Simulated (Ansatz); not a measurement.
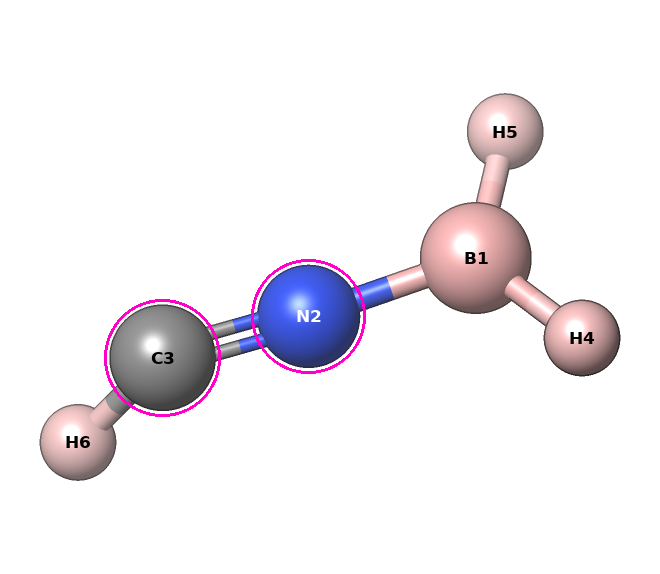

Depth is shown by fading: the farther an atom, the more it takes the colour of the background. Circles mark the stereogenic atoms. State: neutral, doublet. Computed geometry: PBE0-D4/def2-TZVP optimisation. No frequency run is at hand to confirm it as a minimum.

> Give the R/S and E/Z labels.

N2=C3: E.

> Give a SMILES with the stereochemistry.

[H]/[C]=N/B
